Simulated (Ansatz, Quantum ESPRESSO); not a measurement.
# Lattice dynamics of KTaO3 (Pm-3m) in two programs, part 3 of 5

How does KTaO3 (Pm-3m) vibrate, and is this structure a minimum?

Quantum ESPRESSO 7.5; DFT LDA, scalar-relativistic, plane waves, PseudoDojo norm-conserving pseudopotentials.

So far, highest frequency (cm⁻¹): step 7 (interpolated phonon bands) 951. The relaxed cell has a = 3.939 Å (conventional setting).

## Step 9: Modes with the sum rule

A rigid shift of the crystal must cost nothing, but grids and finite bases break this; the acoustic sum rule is imposed before the matrix is diagonalised again. With Born charges the intensities follow, and the static dielectric tensor.

Contents of dynmat.in:

```
&INPUT
  fildyn = 'x.dyn1'
  asr    = 'simple'
  fileig = 'dynmat.eig'
  lperm  = .true.
/
```

Started as:

```bash
$ dynmat.x -in dynmat.in > dynmat.out
```

Numbers of over 12 decimals in the logs are rounded to 6 here.

Output:

```text
[banner, memory and clock lines left out]
Program DYNMAT v.7.5

     Reading Dynamical Matrix from file x.dyn1
     ...Force constants read
     ...epsilon and Z* read
     A direction for q was not specified:TO-LO splitting will be absent

     Polarizability (A^3 units)
     multiply by 0.403313 for Clausius-Mossotti correction
        21.578953    0.000000    0.000000
         0.000000   21.578953    0.000000
         0.000000    0.000000   21.578953

     IR activities are in (D/A)^2/amu units

# mode   [cm-1]    [THz]      IR
    1     -0.00   -0.0000    0.0000
    2     -0.00   -0.0000    0.0000
    3      0.00    0.0000    0.0000
    4     91.54    2.7443   45.7516
    5     91.54    2.7443   45.7516
    6     91.54    2.7443   45.7516
    7    184.39    5.5279    5.4716
    8    184.39    5.5279    5.4716
    9    184.39    5.5279    5.4716
   10    248.93    7.4627    0.0000
   11    248.93    7.4627    0.0000
   12    248.93    7.4627    0.0000
   13    555.45   16.6520   28.3274
   14    555.45   16.6520   28.3274
   15    555.45   16.6520   28.3274

Electronic dielectric permittivity tensor (relative, adimensional)
         5.438388    0.000000    0.000000
         0.000000    5.438388    0.000000
         0.000000    0.000000    5.438388

 ... with zone-center polar mode contributions
       204.864758   -0.000000    0.000000
        -0.000000  204.864758    0.000000
         0.000000    0.000000  204.864758

[end of the log left out, with the tail of the file of modes that dynmat.x writes under the same name]
```

Wall time 0.48 s (1 thread of Arm Neoverse N1, shared host).

Read from the output:

```yaml
lowest_optical_zone_centre_mode: 91.54 cm⁻¹
mean_static_dielectric_constant: 204.9
```

Unit eigenvectors of the mass-weighted matrix after the sum rule; no LO-TO term. Modes at Γ, with each element's share of the kinetic energy:

```
mode  frequency (cm⁻¹)  symmetry  K %  Ta %  O %
   1               0.0  acoustic   15    68   18
   2               0.0  acoustic   15    68   18
   3               0.0  acoustic   15    68   18
   4              91.5       T1u    4    27   70
   5              91.5       T1u    4    27   70
   6              91.5       T1u    4    27   70
   7             184.4       T1u   82     6   13
   8             184.4       T1u   82     6   13
   9             184.4       T1u   82     6   13
  10             248.9       T2u    0     0  100
  11             248.9       T2u    0     0  100
  12             248.9       T2u    0     0  100
  13             555.4       T1u    0     0  100
  14             555.4       T1u    0     0  100
  15             555.4       T1u    0     0  100
```

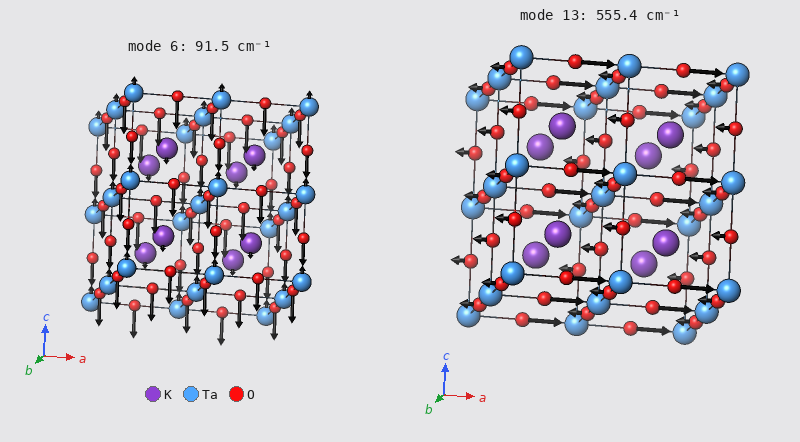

Displacement patterns of modes 6 and 13 at Γ; arrows are exaggerated. 2×2×2 cells are drawn. Some periodic images of atoms are drawn too.

Degenerate modes summed, no LO-TO term. Lines of the infrared spectrum (strongest = 100):

```
position (cm⁻¹)  lines merged  label  IR intensity, relative
             92             3    T1u                     100
            184             3    T1u                      12
            249             3    T2u                     0.0
            555             3    T1u                      62
```

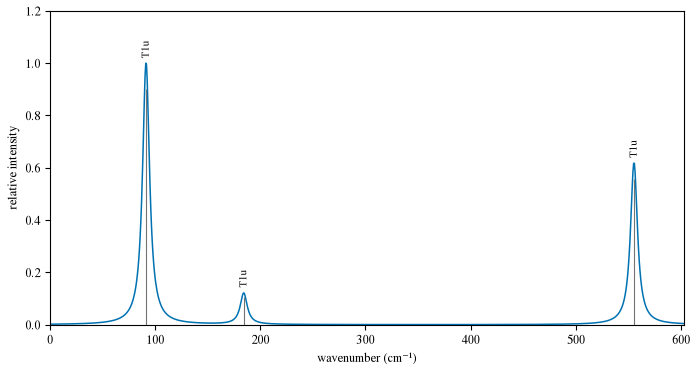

The infrared spectrum, broadened with Lorentzians of width 8 cm⁻¹; bars mark the lines.

Static dielectric tensor (ions relaxed, fixed cell):

```
204.9   0.0   0.0
  0.0 204.9   0.0
  0.0   0.0 204.9
```

The rule moves no optical mode by more than 0.1 cm⁻¹.

## Step 10: Sum rules set otherwise: a sum rule for molecules or wires on a crystal

This rule also removes rotations, which suits wires and not a crystal; it is tried to see the harm.

Contents of dynmat.in:

```
&INPUT
  fildyn = 'x.dyn1'
  asr    = 'one-dim'
  fileig = 'dynmat.eig'
  lperm  = .true.
/
```

Started as:

```bash
$ dynmat.x -in dynmat.in > dynmat.out
```

Output:

```text
[banner, memory and clock lines left out]
Program DYNMAT v.7.5

     Reading Dynamical Matrix from file x.dyn1
     ...Force constants read
     ...epsilon and Z* read
asr rotation axis in 1D system=    3
     Acoustic Sum Rule: || Z*(ASR) - Z*(orig)|| =    4.915446E-01
     Acoustic Sum Rule: ||dyn(ASR) - dyn(orig)||=    1.828904E-01
     A direction for q was not specified:TO-LO splitting will be absent

     Polarizability (A^3 units)
     multiply by 0.403313 for Clausius-Mossotti correction
        21.578953    0.000000    0.000000
         0.000000   21.578953    0.000000
         0.000000    0.000000   21.578953

     IR activities are in (D/A)^2/amu units

# mode   [cm-1]    [THz]      IR
    1     -0.00   -0.0000    0.0000
    2     -0.00   -0.0000    0.0000
    3      0.00    0.0000    0.0000
    4      0.00    0.0000    0.0000
    5     91.52    2.7438   45.7519
    6     91.52    2.7438   45.7519
    7    101.68    3.0482   57.7262
    8    184.38    5.5275    5.4673
    9    184.38    5.5275    5.4673
   10    230.66    6.9149    0.0052
   11    248.86    7.4607    0.0000
   12    248.86    7.4607    0.0000
   13    513.43   15.3921   24.9493
   14    555.48   16.6529   28.3314
   15    555.48   16.6529   28.3314

Electronic dielectric permittivity tensor (relative, adimensional)
         5.438388    0.000000    0.000000
         0.000000    5.438388    0.000000
         0.000000    0.000000    5.438388

 ... with zone-center polar mode contributions
       204.300541    0.629924    0.000000
         0.629924  204.300541   -0.000000
         0.000000   -0.000000  204.930465

[end of the log left out, with the tail of the file of modes that dynmat.x writes under the same name]
```

It took 0.48 s on 1 thread.

The program raised no error, yet the settings are not those of a careful run.

The fault: a sum rule for molecules or wires on a crystal; 1 optical mode is projected out to zero frequency, as if it were a rotation.

For a crystal the rule has to be 'simple' or 'crystal'.

Zone-centre frequencies as printed; negative means imaginary. Modes:

```
mode  frequency (cm⁻¹)
   1                 0
   2                 0
   3                 0
   4                 0
   5             91.52
   6             91.52
   7             101.7
   8             184.4
   9             184.4
  10             230.7
  11             248.9
  12             248.9
  13             513.4
  14             555.5
  15             555.5
```

## Step 11: Modes along a direction of q (1 0 0)

A longitudinal polar mode sets up a macroscopic field that stiffens it; the term hangs on the direction from which q goes to zero.

Contents of dynmat.in:

```
&INPUT
  fildyn = 'x.dyn1'
  asr    = 'simple'
  fileig = 'dynmat.eig'
  q(1)   = 1.0
  q(2)   = 0.0
  q(3)   = 0.0
/
```

Started as:

```bash
$ dynmat.x -in dynmat.in > dynmat.out
```

Output:

```text
[banner, memory and clock lines left out]
Program DYNMAT v.7.5

     Reading Dynamical Matrix from file x.dyn1
     ...Force constants read
     ...epsilon and Z* read

     Polarizability (A^3 units)
     multiply by 0.403313 for Clausius-Mossotti correction
        21.578953    0.000000    0.000000
         0.000000   21.578953    0.000000
         0.000000    0.000000   21.578953

     IR activities are in (D/A)^2/amu units

# mode   [cm-1]    [THz]      IR
    1     -0.00   -0.0000    0.0000
    2      0.00    0.0000    0.0000
    3      0.00    0.0000    0.0000
    4     91.54    2.7443   45.7516
    5     91.54    2.7443   45.7516
    6    175.82    5.2710    0.0365
    7    184.39    5.5279    5.4716
    8    184.39    5.5279    5.4716
    9    248.93    7.4627    0.0000
   10    248.93    7.4627    0.0000
   11    248.93    7.4627    0.0000
   12    399.54   11.9779    6.6964
   13    555.45   16.6520   28.3274
   14    555.45   16.6520   28.3274
   15    819.14   24.5573   72.8178

[end of the log left out, with the tail of the file of modes that dynmat.x writes under the same name]
```

Wall time 0.48 s (1 thread).

This step gave:

```yaml
highest_mode_moved_by_the_lo_to_term: 819.1 cm⁻¹
```

Zone-centre frequencies as printed; negative means imaginary. Modes:

```
mode  frequency (cm⁻¹)
   1                 0
   2                 0
   3                 0
   4             91.54
   5             91.54
   6             175.8
   7             184.4
   8             184.4
   9             248.9
  10             248.9
  11             248.9
  12             399.5
  13             555.5
  14             555.5
  15             819.1
```

The field moves 3 modes; the highest of them now lies at 819 cm⁻¹, where the highest that moved away lay at 556.

## Step 12: The dispersion under another sum rule (asr all)

The sum rule corrects the force constants themselves, so it can shift branches at any wavevector, low ones most.

Contents of matdyn.in:

```
&INPUT
  asr              = 'all'
  flfrc            = 'x.fc'
  flfrq            = 'x.freq'
  flvec            = 'x.modes'
  q_in_band_form   = .true.
  q_in_cryst_coord = .true.
/
8
  0.0000000   0.0000000   0.0000000   8  ! GAMMA
  0.0000000   0.5000000   0.0000000   8  ! X
  0.5000000   0.5000000   0.0000000   8  ! M
  0.0000000   0.0000000   0.0000000   8  ! GAMMA
  0.5000000   0.5000000   0.5000000   8  ! R
  0.0000000   0.5000000   0.0000000   1  ! X
  0.5000000   0.5000000   0.5000000   8  ! R
  0.5000000   0.5000000   0.0000000   1  ! M
```

Started as:

```bash
$ matdyn.x -in matdyn.in > matdyn.out
```

Output:

```text
[banner, memory and clock lines left out]
Program MATDYN v.7.5

 mass for atomic type   1 not given; uses mass from file x.fc
 mass for atomic type   2 not given; uses mass from file x.fc
 mass for atomic type   3 not given; uses mass from file x.fc

     WARNING: To use asr = 'all' for infrared-active solids, i.e., solids with nonzero
     Born effective charge, one must set read_lr = .true. in the matdyn.x input. Also,
     the flfrc file must have been constructed with write_lr = .true. in the q2r.x input.
     If the system is infrared inactive and you have nonzero Born effective charge due to
     numerical noise, you can ignore this warning.

 Norm of the difference between old and new effective charges:    1.1653e-15

 Huang before:    1   1   1   2,   residual stress:   0.000000
 Huang before:    1   1   1   3,   residual stress:   0.000000
 Huang before:    1   1   2   2,   residual stress:  -0.000000
 Huang before:    1   1   2   3,   residual stress:   0.000000
 Huang before:    1   1   3   3,   residual stress:   9e-16
 Huang before:    1   2   1   3,   residual stress:   0.000000
 Huang before:    1   2   2   2,   residual stress:   0.000000
 Huang before:    1   2   2   3,   residual stress:   0.000000
 Huang before:    1   2   3   3,   residual stress:  -0.000000
 Huang before:    1   3   2   2,   residual stress:  -0.000000
 Huang before:    1   3   2   3,   residual stress:   0.000000
 Huang before:    1   3   3   3,   residual stress:  -0.000000
 Huang before:    2   2   2   3,   residual stress:   0.000000
 Huang before:    2   2   3   3,   residual stress:  -0.000000
 Huang before:    2   3   3   3,   residual stress:   0.000000

 Norm of the difference between old and new force-constants:   3.52516e-05

   You are using asr="all", please consider citing C. Lin, S. Ponc\'e and N. Marzari, npj Comput Mater 8, 236 (2022).
```

Wall time 0.61 s (1 thread).

At the labelled points the branches move by no more than 0.2 cm⁻¹. The log warns that this rule wants the long-range part of the force constants stored apart (write_lr, read_lr) in a polar crystal, which was not done.

[end of part 3 of 5]

[Host names and launcher messages were left out of these logs when they were recorded.]

[Logs are printed without paths, hosts, clocks, repeated set-up lines and the standing remarks that a program may print on its own settings, such as how far it seeks lower states.]

[Hosts, paths, dates, database ids (printed as entryN), source tags and the programs' standing remarks are cut or masked in the printed files.]
